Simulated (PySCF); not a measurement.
Molecule: C₆H₆OS, SMILES c1ccsc1/C=C\O. Atoms near the plane z = 0.0 Å, at the GFN2-xTB optimised geometry (x, y, z in Å): O1 (3.0, -0.8, 0.0), C2 (2.1, -1.8, 0.0), C3 (0.8, -1.7, 0.0), C4 (0.0, -0.6, 0.0), C5 (-1.4, -0.6, 0.0), C6 (-2.0, 0.7, 0.0), C7 (-1.0, 1.7, 0.0), S8 (0.6, 1.1, 0.0), H9 (2.6, 0.1, 0.0), H10 (2.6, -2.8, 0.0), H11 (0.3, -2.7, 0.0), H12 (-2.0, -1.5, 0.0), H13 (-3.0, 0.9, 0.0), H14 (-1.2, 2.8, 0.0).

Calculation: PBE/def2-TZVP (PySCF). Cells within 0.4 Å of a nucleus heavier than hydrogen are left out (blank, or x). The values are rescaled to run from 0 to 1.

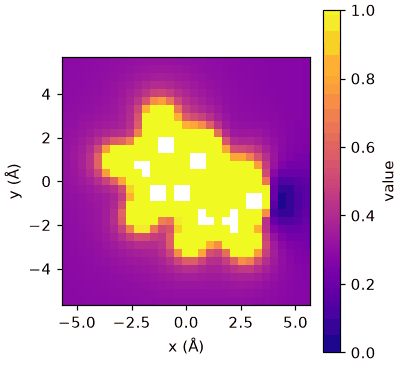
Fig. 1. a field on the plane z = 0.0 Å.

Question: Which quantity is mapped?
A) electrostatic potential
B) an orbital amplitude
C) electron localisation function
D) Laplacian of the electron density

Answer: A, electrostatic potential. In full: electrostatic potential (hartree/e), clipped to [-0.08, 0.12].
